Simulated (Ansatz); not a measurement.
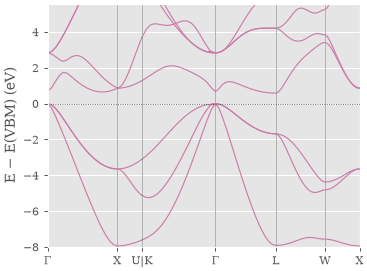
Figure: Band structure from DFT-LDA in the program Ansatz with PAW potentials

Problem. Read off the gap and where the band edges lie.

Solution. About 0.6 eV (0.58 eV by a search for the band edges); maximum at Γ, minimum at L.

The material is BiB (zinc blende, F-43m).

A made-up cell: these elements were put on the sites of a structure type; neither database checked (COD, Materials Project) lists it. Whether it is the stable phase at ambient conditions was not checked. The cell was relaxed with LDA under the symmetry of its start; of distortions, only those at the zone centre were tested. Scalar-relativistic: spin–orbit coupling is off unless named, which matters more the heavier the elements.

Potentials: the later of the program's two PAW sets.
